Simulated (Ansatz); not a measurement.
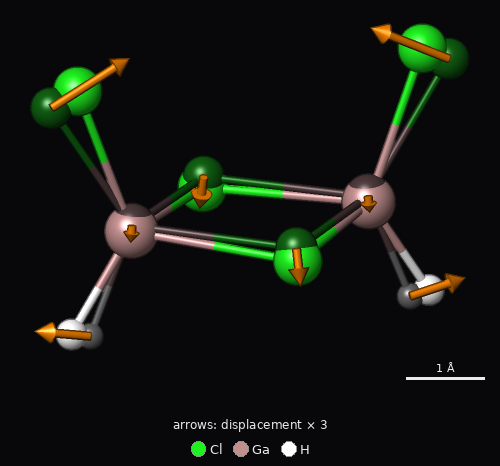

A relaxation of Ga2H2Cl4. The starting structure is drawn faded, the final one solid; orange arrows show the displacements, 3 times their true length. The two geometries are superimposed by the best rigid fit.

A ball-and-stick model, seen at a tilt.

The start comes from GFN2-xTB.

Level of theory: Ansatz 0.2.0, RKS PBE0-D4/def2-TZVP. Set-up: force threshold 0.005 eV/Å; at most 150 steps.

Q: Which element moves most?

A: Chlorine: up to 0.41 Å, against 0.27 Å for hydrogen.

Q: What did the optimiser do to the structure, and how much energy did it gain?

A: The largest moves after the best rigid fit, 0.41 Å, are those of Cl atoms. By element the largest moves are Cl 0.41 Å, H 0.27 Å, Ga 0.08 Å. Among the contacts that change: Cl–Ga 2.065 → 2.131 Å, Cl–Ga 2.298 → 2.340 Å. Among the angles between lasting bonds that change: Cl–Ga–Cl 113.3° → 106.8°, Cl–Ga–H 105.3° → 110.2°. Over 11 accepted moves (12 points after the start) the energy falls by 18.7 kJ/mol. Largest force component: 1.3 eV/Å at the start, 0.0022 eV/Å at the end. The line search rejected the trial step at point 7 of the run.
